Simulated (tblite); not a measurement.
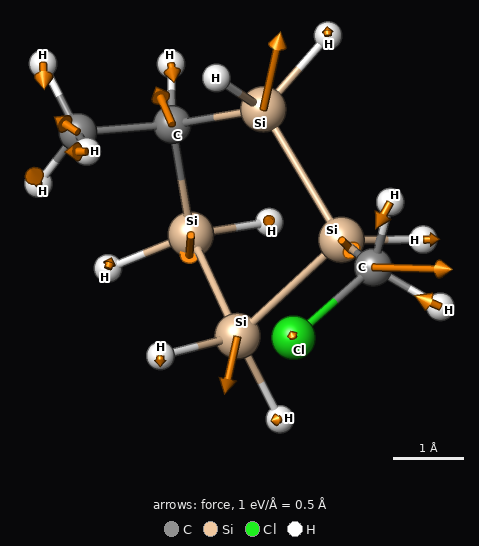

Starting geometry of C3H13ClSi4 with the computed forces as orange arrows. A ball-and-stick model, seen from a free direction.

The calculation used GFN2-xTB geometry optimisation, gas phase in tblite. 

Q: Is this structure relaxed? If not, where do the atoms go?

A: It isn't relaxed: the largest force vector, on a C atom, is 2.79 eV/Å. The final displacements have little in common with the starting forces (cosine between the two patterns 0.11). The energy falls by 1.226 eV in 157 geometry steps. The largest move after the best rigid fit is that of the Cl atom, 1.51 Å. Largest moves by element: Cl 1.51 Å, H 1.31 Å, Si 0.58 Å, C 0.53 Å. Near-neighbour distances that change, for instance: Si–Si 2.208 → 2.336 Å, Si–Si 2.230 → 2.347 Å, C–Si 1.829 → 1.925 Å, Si–Si 2.242 → 2.329 Å. Bond angles that change, for instance: H–Si–H 114.1° → 103.6°, C–Si–H 110.4° → 100.6°, Si–Si–H 108.1° → 116.2°. Groups turn about Si–Si by about 40°, C–C by about 40°, Si–Si by about 35°. The run took 2.4 s on 1 thread of Arm Neoverse V1, with other jobs on the host.
